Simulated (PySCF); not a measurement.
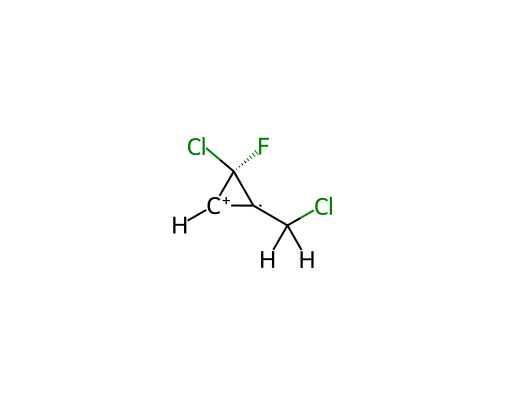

Charge +1, doublet. The geometry was computed by an optimisation with GFN2-xTB. No frequency run is at hand to confirm it as a minimum. Properties computed with UKS B3LYP, pcH-1 on C Cl F H, non-relativistic (PySCF 2.14.0).

> Estimate the isotropic g value.

2.03445.

> Give the ⟨S²⟩ of the determinant at this level.

0.752.

The run warned: orbitally degenerate or nearly so: second-order g, spin-orbit hyperfine and D do not apply.
